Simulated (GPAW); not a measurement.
**Calculation of the molecule and its ions of C$_{3}$H$_{3}$N (part 2 of 2)**

The same run, continued: C$_{3}$H$_{3}$N; SVWN5/plane waves, scalar-relativistic datasets (GPAW 26.7.0). The geometry comes from this level: GFN2-xTB.

Geometry of the input (Å):
```
C  -0.5377  0.8266  -0.3489
C  0.3744  0.1041  0.2905
C  0.4159  -1.3045  0.2204
N  0.4566  -2.4490  0.1714
H  -1.2979  0.3658  -0.9583
H  -0.5532  1.9012  -0.2817
H  1.1419  0.5557  0.9066
```

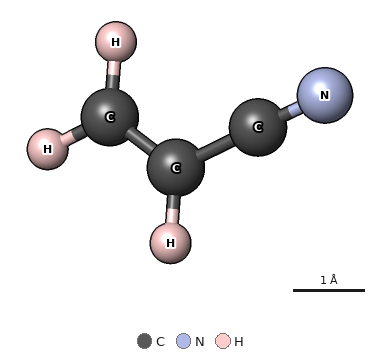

The structure as given in the input (ball-and-stick view, seen at a tilt).

## The program's output, continued
```
  N:
    name:    Nitrogen
    Z:       7.0
    valence: 5
    core:    2
    charge:  0.0  # [|e|]
    file:    N.LDA_X+LDA_C_VWN
    compensation charges:
      type: gauss
      rc: 0.18  # [Å]
      lmax: 2
    cutoffs:
      filter: 1.11  # [Å]
      core: 0.96  # [Å]
    projectors
    | kind |    occ | energy [eV] | rcut [Å] |
    |------|--------|-------------|----------|
    |   2s |  2.000 |     -18.423 |    0.603 |
    |   2p |  3.000 |      -7.240 |    0.529 |
    |    s |        |       8.789 |    0.603 |
    |    p |        |      19.972 |    0.529 |
    |    d |        |       0.000 |    0.577 |

    Using partial waves for N as LCAO basis

  H:
    name:    Hydrogen
    Z:       1.0
    valence: 1
    core:    0
    charge:  0.0  # [|e|]
    file:    H.LDA_X+LDA_C_VWN
    compensation charges:
      type: gauss
      rc: 0.15  # [Å]
      lmax: 2
    cutoffs:
      filter: 0.85  # [Å]
      core: 0.53  # [Å]
    projectors
    | kind |    occ | energy [eV] | rcut [Å] |
    |------|--------|-------------|----------|
    |   1s |  1.000 |      -6.354 |    0.476 |
    |    s |        |      20.858 |    0.476 |
    |    p |        |       0.000 |    0.476 |

    Using partial waves for H as LCAO basis

Reference energy: -4563.831853  # eV

eigensolver:
  PPCG
  Converge bands: occupied
  niter=2

density mixing:
  MSR1-Mixer
  Pratt-step length: 0.05
  Maximum mixing coefficient: 0.75
  Old densities: 10
  SVD Regularization: 0.005
  Good broyden scale: 1.0
  Trust region scale: 1.0
  Backstep threshold: 4.0
  History deletion threshold: 6.0
  Fourier metric: weight=20.0, sigma=0.015

occupation numbers:
  Fixed magnetic moment: 1.000
  # Zero width

poisson solver:
  ecut: 4160.0  # eV
  # using Gaussian-shaped compensation charge: e^(-alpha r^2)
  alpha: 0.09160481941863771   # bohr^-2
xc functional:
  name: None

Initialization done in: 2.149 s

convergence criteria:
- Maximum [total energy] change in last 3 cyles: 0.0005 eV / valence electron
- Maximum integral of absolute [dens]ity change: 0.0001 electrons / valence electron
- Maximum integral of absolute [eigenst]ate change: 4e-08 eV^2 / valence electron
maximum number of iterations: 150

SCF iterations
|iter     |     time |      energy | eigst |  dens |  magmom |
|---------|----------|-------------|-------|-------|---------|
|iter:   1| 00:00:22 |  -42.729781 | +0.88 |       |  +0.9980|
|iter:   2| 00:00:25 |  -41.749258 | -0.86 | -0.49 |  +0.9981|
|iter:   3| 00:00:28 |  -38.250665 | -0.26 | -0.52 |  +0.9995|
|iter:   4| 00:00:31 |  -39.285204 | -0.30 | -0.67 |  +0.9995|
|iter:   5| 00:00:33 |  -36.141353 | -0.92 | -0.72 |  +0.9997|
|iter:   6| 00:00:36 |  -35.998217 | -2.12 | -1.14 |  +0.9998|
|iter:   7| 00:00:39 |  -35.957123 | -2.11 | -1.28 |  +0.9999|
|iter:   8| 00:00:42 |  -35.954099 | -3.09 | -1.73 |  +1.0000|
|iter:   9| 00:00:45 |  -35.955088c| -3.82 | -2.05 |  +1.0000|
|iter:  10| 00:00:48 |  -35.955388c| -4.71 | -2.50 |  +1.0000|
|iter:  11| 00:00:51 |  -35.955398c| -5.78 | -3.13 |  +1.0000|
|iter:  12| 00:00:54 |  -35.955400c| -6.73 | -3.53 |  +1.0000|
|iter:  13| 00:00:57 |  -35.955401c| -7.27 | -3.85 |  +1.0000|
|iter:  14| 00:00:59 |  -35.955401c| -7.58c| -4.43c|  +1.0000|

Converged in 14 steps
SCF loop duration: 38.417 s (2.744 s/step)
Energy contributions relative to reference atoms: (reference = -4563.831853)

Energy contributions:
  Kinetic:          44.636023
  Coulomb:         -46.123473
  Zero:             -0.011758
  External:          0.000000
  Xc:              -34.456193
  Entropy:           0.000000
  Spinorbit:         0.000000
  ----------------------------
  Free energy:     -35.955401
  Extrapolated:    -35.955401

dipole moment: (6.279770, 7.821952, 5.970325)  # |e|*Ang

Total magnetic moment: (0.000000, 0.000000, 1.000000)

Local magnetic moments
|        x |        y |         z |
|----------|----------|-----------|
| 0.000000 | 0.000000 |  0.132486 |  # C    0
| 0.000000 | 0.000000 |  0.083794 |  # C    1
| 0.000000 | 0.000000 |  0.017899 |  # C    2
| 0.000000 | 0.000000 |  0.127780 |  # N    3
| 0.000000 | 0.000000 | -0.003163 |  # H    4
| 0.000000 | 0.000000 | -0.003260 |  # H    5
| 0.000000 | 0.000000 | -0.002302 |  # H    6

Fermi levels: -12.283, -14.763
Eigenvalues  # (at kpt = [0.000, 0.000, 0.000])
| band index |      eig [eV] | occ [0-1] |      eig [eV] | occ [0-1] |
|------------|---------------|-----------|---------------|-----------|
|          0 |       -30.465 |     1.000 |       -30.047 |     1.000 |
|        ... |               |           |               |           |
|          2 |       -23.601 |     1.000 |       -23.366 |     1.000 |
|          3 |       -20.448 |     1.000 |       -20.274 |     1.000 |
|          4 |       -19.180 |     1.000 |       -18.961 |     1.000 |
|          5 |       -17.268 |     1.000 |       -16.730 |     1.000 |
|          6 |       -16.877 |     1.000 |       -16.700 |     1.000 |
|          7 |       -15.633 |     1.000 |       -15.410 |     1.000 |
|          8 |       -15.544 |     1.000 |       -15.264 |     1.000 |
|          9 |       -15.185 |     1.000 |       -14.341 |     0.000 |
|         10 |       -10.225 |     0.000 |        -9.512 |     0.000 |
|         11 |        -7.343 |     0.000 |        -7.198 |     0.000 |
|         12 |        -5.786 |     0.000 |        -5.306 |     0.000 |
|         13 |        -4.997 |     0.000 |        -4.905 |     0.000 |
|         14 |        -4.392 |     0.000 |        -4.319 |     0.000 |
|         15 |        -3.939 |     0.000 |        -3.851 |     0.000 |

Gap: 4.116 eV
Transition (v -> c):
  (s=1, k=0, n=9, [0.00, 0.00, 0.00]) -> (s=0, k=0, n=10, [0.00, 0.00, 0.00])
No difference between direct/indirect transitions
vacuum-level: -1.573  # V
oxidised      -35.95540 eV
  __  _  _
 | _ |_)|_||  |
 |__||  | ||/\| - 26.7.0

units:  Angstrom and eV
cores:  1
OpenMP: False

Versions:
  Python: 3.12.14
  ASE:    3.29.0
  Numpy:  2.5.5
  Scipy:  1.18.1
  Libxc:  7.0.0

        _gpaw.cpython-312-aarch64-linux-gnu.so

Input parameters:
  mode=PW(ecut=520.0),
  charge=-1,
  maxiter=150,
  occupations=Occupations(name='fermi-dirac', width=0.0, fixmagmom=True),
  symmetry=Symmetry(point_group=False, time_reversal=False),
  xc=XC(name='LDA_X+LDA_C_VWN')

Diagonalizing LCAO Hamiltonian
Converting LCAO to pw mode
          .------------------------------.
         /|                              |
        / |                              |
       /  |                              |
      /   |                              |
     /    |                              |
    /     |                              |
   /      |                              |
  /       |                              |
 *        |                              |
 |        |              H               |
 |        |          HC                  |
 |        |          CC                  |
 |        |       H  N                   |
 |        |                              |
 |        .------------------------------.
 |       /                              /
 |      /                              /
 |     /                              /
 |    /                              /
 |   /                              /
 |  /                              /
 | /                              /
 |/                              /
 *------------------------------*

Atoms  # Å, Bohr magnetons
|   | symbol |        x |        y |        z |    initial magnetic moments |
|---|--------|----------|----------|----------|-----------------------------|
| 0 |      C | 5.760240 | 8.275660 | 5.609460 | ( 0.0000,  0.0000,  0.1429) |
| 1 |      C | 6.672320 | 7.553110 | 6.248860 | ( 0.0000,  0.0000,  0.1429) |
| 2 |      C | 6.713880 | 6.144530 | 6.178760 | ( 0.0000,  0.0000,  0.1429) |
| 3 |      N | 6.754570 | 5.000000 | 6.129770 | ( 0.0000,  0.0000,  0.1429) |
| 4 |      H | 5.000000 | 7.814850 | 5.000000 | ( 0.0000,  0.0000,  0.1429) |
| 5 |      H | 5.744770 | 9.350210 | 5.676610 | ( 0.0000,  0.0000,  0.1429) |
| 6 |      H | 7.439860 | 8.004720 | 6.864920 | ( 0.0000,  0.0000,  0.1429) |

Unit cell  # Å
| periodic |         x |         y |         z |   lengths |    angles |
|----------|-----------|-----------|-----------|-----------|-----------|
|       no | 12.439860 |  0.000000 |  0.000000 | 12.439860 | 90.000000 |
|       no |  0.000000 | 14.350210 |  0.000000 | 14.350210 | 90.000000 |
|       no |  0.000000 |  0.000000 | 11.864920 | 11.864920 | 90.000000 |

Number of symmetries: 1
Symmetry operations  # r_c * U_cc + t_c -> r_c
|   | kind |            matrix            |
|---|------|------------------------------|
| 0 |  E   |  1, 0, 0,  0, 1, 0,  0, 0, 1 |

BZ-sampling:
  Number of BZ points: 1
  Number of IBZ points: 1

  Monkhorst-Pack size: [1, 1, 1]
  Monkhorst-Pack shift: [0, 0, 0]

K-points  # in reciprocal-cell coordinates
|   |                                coordinates |     weight |
|---|--------------------------------------------|------------|
| 0 | (  0.00000000,   0.00000000,   0.00000000) | 1.00000000 |

Plane wave coefficients: 28504
Cutoff: 520.0 eV

Spin-components: 2 (collinear spins)
Bands:           18
Projectors:      29
Spin-degeneracy: 1
Datatype:        float64

  Storage: CPU
  Wave functions: 16_418_304 bytes (16_418_304 per core)
  Projectors: 13_225_856 bytes (13_225_856 per core)

Parallelization:
  kpt:    1
  domain: 1
  band:   1

Density:
  Valence electrons: 20.0
  Components: 2
  Grid points: [70 80 63]
  Charge: -1.0  # |e|

Potential:
  Grid points: [70 80 63]

species:
  C:
    name:    Carbon
    Z:       6.0
    valence: 4
    core:    2
    charge:  0.0  # [|e|]
    file:    C.LDA_X+LDA_C_VWN
    compensation charges:
      type: gauss
      rc: 0.20  # [Å]
      lmax: 2
    cutoffs:
      filter: 1.14  # [Å]
      core: 1.14  # [Å]
    projectors
    | kind |    occ | energy [eV] | rcut [Å] |
    |------|--------|-------------|----------|
    |   2s |  2.000 |     -13.640 |    0.635 |
    |   2p |  2.000 |      -5.415 |    0.635 |
    |    s |        |      13.571 |    0.635 |
    |    p |        |      21.796 |    0.635 |
    |    d |        |       0.000 |    0.635 |

    Using partial waves for C as LCAO basis

  N:
    name:    Nitrogen
    Z:       7.0
    valence: 5
    core:    2
    charge:  0.0  # [|e|]
    file:    N.LDA_X+LDA_C_VWN
    compensation charges:
      type: gauss
      rc: 0.18  # [Å]
      lmax: 2
    cutoffs:
      filter: 1.11  # [Å]
      core: 0.96  # [Å]
    projectors
    | kind |    occ | energy [eV] | rcut [Å] |
    |------|--------|-------------|----------|
    |   2s |  2.000 |     -18.423 |    0.603 |
    |   2p |  3.000 |      -7.240 |    0.529 |
    |    s |        |       8.789 |    0.603 |
    |    p |        |      19.972 |    0.529 |
    |    d |        |       0.000 |    0.577 |

    Using partial waves for N as LCAO basis

  H:
    name:    Hydrogen
    Z:       1.0
    valence: 1
    core:    0
    charge:  0.0  # [|e|]
    file:    H.LDA_X+LDA_C_VWN
    compensation charges:
      type: gauss
      rc: 0.15  # [Å]
      lmax: 2
    cutoffs:
      filter: 0.85  # [Å]
      core: 0.53  # [Å]
    projectors
    | kind |    occ | energy [eV] | rcut [Å] |
    |------|--------|-------------|----------|
    |   1s |  1.000 |      -6.354 |    0.476 |
    |    s |        |      20.858 |    0.476 |
    |    p |        |       0.000 |    0.476 |

    Using partial waves for H as LCAO basis

Reference energy: -4563.831853  # eV

eigensolver:
  PPCG
  Converge bands: occupied
  niter=2

density mixing:
  MSR1-Mixer
  Pratt-step length: 0.05
  Maximum mixing coefficient: 0.75
  Old densities: 10
  SVD Regularization: 0.005
  Good broyden scale: 1.0
  Trust region scale: 1.0
  Backstep threshold: 4.0
  History deletion threshold: 6.0
  Fourier metric: weight=20.0, sigma=0.015

occupation numbers:
  Fixed magnetic moment: 1.000
  # Zero width

poisson solver:
  ecut: 4160.0  # eV
  # using Gaussian-shaped compensation charge: e^(-alpha r^2)
  alpha: 0.09160481941863771   # bohr^-2
xc functional:
  name: None

Initialization done in: 2.166 s

convergence criteria:
- Maximum [total energy] change in last 3 cyles: 0.0005 eV / valence electron
- Maximum integral of absolute [dens]ity change: 0.0001 electrons / valence electron
- Maximum integral of absolute [eigenst]ate change: 4e-08 eV^2 / valence electron
maximum number of iterations: 150

SCF iterations
|iter     |     time |      energy | eigst |  dens |  magmom |
|---------|----------|-------------|-------|-------|---------|
|iter:   1| 00:01:03 |  -49.535991 | +0.54 |       |  +0.9982|
|iter:   2| 00:01:06 |  -49.042905 | -1.10 | -0.60 |  +0.9983|
|iter:   3| 00:01:09 |  -47.774824 | -0.48 | -0.64 |  +0.9993|
|iter:   4| 00:01:12 |  -47.716578 | -0.55 | -0.67 |  +0.9996|
|iter:   5| 00:01:15 |  -47.749402 | -0.48 | -0.80 |  +0.9997|
|iter:   6| 00:01:18 |  -47.569985 | -1.29 | -0.81 |  +0.9999|
|iter:   7| 00:01:21 |  -47.457729 | -2.41 | -1.03 |  +1.0000|
|iter:   8| 00:01:24 |  -47.755740 | -2.34 | -1.15 |  +1.0000|
|iter:   9| 00:01:27 |  -47.486853 | -2.54 | -0.82 |  +1.0000|
|iter:  10| 00:01:30 |  -47.630602 | -2.60 | -0.89 |  +1.0000|
|iter:  11| 00:01:33 |  -47.634299 | -3.11 | -1.04 |  +1.0000|
|iter:  12| 00:01:36 |  -47.764709 | -1.87 | -1.04 |  +1.0000|
|iter:  13| 00:01:39 |  -47.610656 | -2.10 | -0.85 |  +1.0000|
|iter:  14| 00:01:42 |  -47.469954 | -2.71 | -1.06 |  +1.0000|
|iter:  15| 00:01:45 |  -47.546701 | -3.55 | -0.98 |  +1.0000|
|iter:  16| 00:01:48 |  -47.492122 | -3.17 | -1.09 |  +1.0000|
|iter:  17| 00:01:51 |  -47.521968 | -3.69 | -0.91 |  +1.0000|
|iter:  18| 00:01:54 |  -47.725688 | -2.37 | -1.11 |  +1.0000|
|iter:  19| 00:01:57 |  -47.689703 | -1.98 | -0.85 |  +1.0000|
|iter:  20| 00:02:00 |  -47.505085 | -2.60 | -1.03 |  +1.0000|
|iter:  21| 00:02:04 |  -47.504797 | -4.37 | -1.12 |  +1.0000|
|iter:  22| 00:02:07 |  -47.496154c| -4.99 | -1.13 |  +1.0000|
|iter:  23| 00:02:10 |  -47.493182 | -5.29 | -1.13 |  +1.0000|
|iter:  24| 00:02:13 |  -47.809897 | -2.21 | -1.14 |  +1.0000|
|iter:  25| 00:02:16 |  -47.516130 | -2.21 | -0.83 |  +1.0000|
|iter:  26| 00:02:19 |  -47.512563 | -3.11 | -1.13 |  +1.0000|
|iter:  27| 00:02:22 |  -47.476291 | -4.08 | -0.90 |  +1.0000|
|iter:  28| 00:02:25 |  -47.510181 | -4.04 | -1.17 |  +1.0000|
|iter:  29| 00:02:28 |  -47.472503 | -4.35 | -0.90 |  +1.0000|
|iter:  30| 00:02:31 |  -47.473294 | -5.77 | -1.86 |  +1.0000|
|iter:  31| 00:02:34 |  -47.472716c| -6.76 | -1.11 |  +1.0000|
|iter:  32| 00:02:37 |  -47.476505c| -6.06 | -1.29 |  +1.0000|
|iter:  33| 00:02:40 |  -47.556252 | -3.06 | -0.95 |  +1.0000|
|iter:  34| 00:02:43 |  -47.479105 | -3.23 | -1.10 |  +1.0000|
|iter:  35| 00:02:46 |  -47.492151 | -3.74 | -1.17 |  +1.0000|
|iter:  36| 00:02:49 |  -47.476639 | -4.29 | -0.91 |  +1.0000|
|iter:  37| 00:02:52 |  -47.473914 | -5.36 | -1.25 |  +1.0000|
|iter:  38| 00:02:55 |  -47.478940c| -5.08 | -1.61 |  +1.0000|
|iter:  39| 00:02:58 |  -47.504254 | -3.91 | -1.23 |  +1.0000|
|iter:  40| 00:03:02 |  -47.482180 | -4.57 | -0.91 |  +1.0000|
|iter:  41| 00:03:05 |  -47.485324 | -4.10 | -0.99 |  +1.0000|
|iter:  42| 00:03:08 |  -47.477140c| -4.66 | -1.21 |  +1.0000|
|iter:  43| 00:03:11 |  -47.477201c| -5.17 | -1.57 |  +1.0000|
|iter:  44| 00:03:14 |  -47.477472c| -5.50 | -2.32 |  +1.0000|
|iter:  45| 00:03:17 |  -47.477474c| -6.52 | -2.21 |  +1.0000|
|iter:  46| 00:03:20 |  -47.477534c| -5.98 | -2.61 |  +1.0000|
|iter:  47| 00:03:23 |  -47.477559c| -6.48 | -2.41 |  +1.0000|
|iter:  48| 00:03:26 |  -47.477565c| -6.95 | -3.17 |  +1.0000|
|iter:  49| 00:03:29 |  -47.477565c| -7.33 | -3.26 |  +1.0000|
|iter:  50| 00:03:32 |  -47.477566c| -7.73c| -3.70 |  +1.0000|
|iter:  51| 00:03:35 |  -47.477566c| -8.06c| -3.94 |  +1.0000|
|iter:  52| 00:03:37 |  -47.477566c| -8.59c| -4.70c|  +1.0000|

Converged in 52 steps
SCF loop duration: 155.459 s (2.990 s/step)
Energy contributions relative to reference atoms: (reference = -4563.831853)

Energy contributions:
  Kinetic:          51.981085
  Coulomb:         -52.754717
  Zero:             -0.012136
  External:          0.000000
  Xc:              -46.691797
  Entropy:           0.000000
  Spinorbit:         0.000000
  ----------------------------
  Free energy:     -47.477566
  Extrapolated:    -47.477566

dipole moment: (-6.115878, -7.137295, -6.136925)  # |e|*Ang

Total magnetic moment: (0.000000, 0.000000, 1.000000)

Local magnetic moments
|        x |        y |         z |
|----------|----------|-----------|
| 0.000000 | 0.000000 |  0.052641 |  # C    0
| 0.000000 | 0.000000 |  0.026808 |  # C    1
| 0.000000 | 0.000000 |  0.005466 |  # C    2
| 0.000000 | 0.000000 |  0.023818 |  # N    3
| 0.000000 | 0.000000 | -0.000751 |  # H    4
| 0.000000 | 0.000000 | -0.000751 |  # H    5
| 0.000000 | 0.000000 | -0.000475 |  # H    6

Fermi levels: 1.161, 1.271
Eigenvalues  # (at kpt = [0.000, 0.000, 0.000])
| band index |      eig [eV] | occ [0-1] |      eig [eV] | occ [0-1] |
|------------|---------------|-----------|---------------|-----------|
|          0 |       -18.767 |     1.000 |       -18.713 |     1.000 |
|        ... |               |           |               |           |
|          3 |        -9.228 |     1.000 |        -9.169 |     1.000 |
|          4 |        -7.783 |     1.000 |        -7.703 |     1.000 |
|          5 |        -5.931 |     1.000 |        -5.865 |     1.000 |
|          6 |        -5.709 |     1.000 |        -5.579 |     1.000 |
|          7 |        -4.792 |     1.000 |        -4.731 |     1.000 |
|          8 |        -4.573 |     1.000 |        -4.537 |     1.000 |
|          9 |        -3.377 |     1.000 |        -3.178 |     1.000 |
|         10 |         1.146 |     1.000 |         1.367 |     0.000 |
|         11 |         1.176 |     0.000 |         1.419 |     0.000 |
|         12 |         1.884 |     0.000 |         2.078 |     0.000 |
|         13 |         1.990 |     0.000 |         2.161 |     0.000 |
|         14 |         2.198 |     0.000 |         2.377 |     0.000 |
|         15 |         2.222 |     0.000 |         2.394 |     0.000 |
|         16 |         2.248 |     0.000 |         2.449 |     0.000 |
|         17 |         2.309 |     0.000 |         2.508 |     0.000 |

Gap: 0.030 eV
Transition (v -> c):
  (s=0, k=0, n=10, [0.00, 0.00, 0.00]) -> (s=0, k=0, n=11, [0.00, 0.00, 0.00])
No difference between direct/indirect transitions
vacuum-level: 2.446  # V
reduced       -47.47757 eV
Vertical IP             11.037 eV
Vertical EA             0.485 eV
```

## Summary

```csv
quantity,value
outcome,converged
ionisation energy,11.04 eV
hardware,"1 thread of Arm Neoverse V2, 24 GiB of memory available, shared host"
wall time,3.6 min
peak memory,1.6 GiB
```

## Notes

Further notes kept with the run: datasets made with stock radii, not tested.
